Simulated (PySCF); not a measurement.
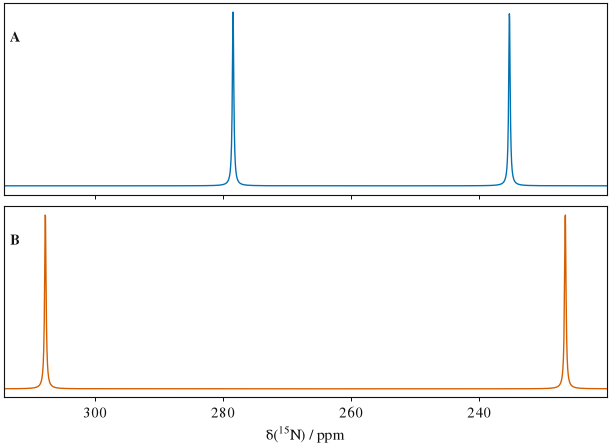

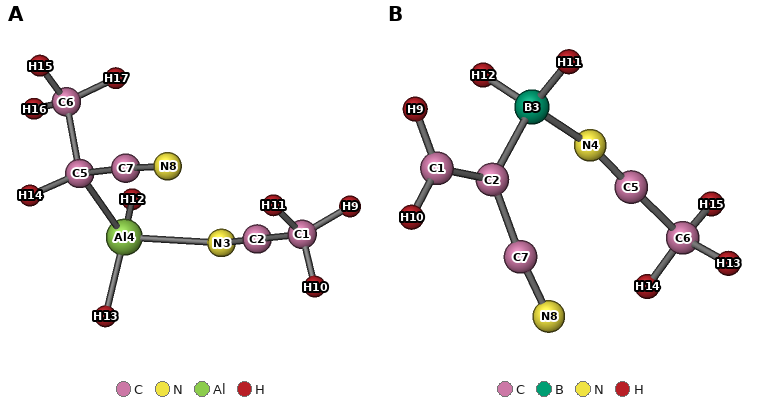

Related molecules: A is C₅H₉AlN₂, SMILES CC#[N+][AlH2-][C@H](C)C#N, singlet; B is C₅H₇BN₂, SMILES C=C([BH2-][N+]#CC)C#N. GIAO ¹⁵N shifts against NH₃ (¹⁵N: a single molecule, while the usual scales start at liquid NH₃ or nitromethane; multiply bonded nitrogen can come out tens of ppm too deshielded), PBE0/pcSseg-1 in PySCF 2.14.0, at a GFN2-xTB geometry (no frequency check); fully decoupled, line heights follow the number of nuclei within a panel, widths are arbitrary (no quadrupolar broadening); values of one conformer, averaged over methyl-type rotors and exact or near symmetry; other conformers aren't averaged in.

**Assign the ¹⁵N signals of each molecule.**

A: 278.5 (N8); 235.3 (N3)
B: 307.8 (N8); 226.6 (N4)

Limits of at least one run: the tight-binding geometry is rougher than a DFT one and adds to the error.
